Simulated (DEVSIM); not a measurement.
System: Ni/SiO2/p-Ge capacitor, at 300 K.

```tsv
layer (left to right)	material	thickness (nm)	Na (cm⁻³)
1	SiO2	18.0	-
2	Ge	9400	4e15
```

Metal gate on the left, work function 5.1 eV. Fixed charge at the semiconductor interface 1.1e12 cm⁻² (in units of +e); interface traps 3e11 cm⁻² eV⁻¹, uniform in energy, neutral level at 0.7 of the gap above the valence band.

The device is made up for the run: typed textbook-type constants, with dimensions and the other settings drawn at random. Values at 300 K.

```tsv
parameter	SiO2	Ge
gap (eV)	9	0.664
affinity (eV)	0.9	4
permittivity	3.9	16
Nc (cm⁻³)	-	1.04e19
Nv (cm⁻³)	-	6e18
```

Simulated with DEVSIM: 1D Poisson equation in equilibrium, Boltzmann statistics, complete ionisation; no quantum confinement or tunnelling. Metal contacts follow the ideal Schottky-Mott rule: no Fermi-level pinning, no interface dipoles.

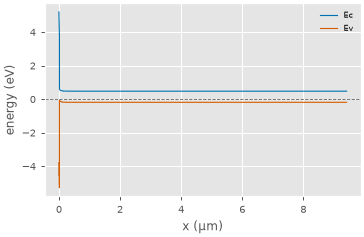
*Band edges at -1.0 V on the gate*

Energies count from the Fermi level of the right contact; mesh points crowd at the junctions.

```
x (μm)    Ec (eV)  Ev (eV)  n (cm⁻³)  p (cm⁻³)  field (V/cm)
--------  -------  -------  --------  --------  ------------
0.000       5.200   -3.800     < 1e2     < 1e2       -830000
0.001626    5.065   -3.935     < 1e2     < 1e2       -830000
0.005422    4.751   -4.249     < 1e2     < 1e2       -830000
0.01208     4.199   -4.801     < 1e2     < 1e2       -830000
0.01690     3.800   -5.200     < 1e2     < 1e2       -830000
0.01831     0.607   -0.057     6.6e8    6.6e17        -61000
0.02051     0.595   -0.069     1.0e9    4.2e17        -48000
0.02971     0.564   -0.100     3.5e9    1.2e17        -25000
0.04898     0.531   -0.133    1.2e10    3.6e16        -12000
0.09987     0.498   -0.166    4.4e10    9.9e15         -3600
0.2242      0.479   -0.185    9.4e10    4.7e15          -540
0.7434      0.475   -0.189    1.1e11    4.0e15           ≈ 0
1.831       0.475   -0.189    1.1e11    4.0e15           ≈ 0
4.704       0.475   -0.189    1.1e11    4.0e15           ≈ 0
7.984       0.475   -0.189    1.1e11    4.0e15           ≈ 0
8.863       0.475   -0.189    1.1e11    4.0e15           ≈ 0
9.197       0.475   -0.189    1.1e11    4.0e15           ≈ 0
9.333       0.475   -0.189    1.1e11    4.0e15           ≈ 0
9.394       0.475   -0.189    1.1e11    4.0e15           ≈ 0
9.409       0.475   -0.189    1.1e11    4.0e15           ≈ 0
9.415       0.475   -0.189    1.1e11    4.0e15           ≈ 0
9.418       0.475   -0.189    1.1e11    4.0e15           ≈ 0
```
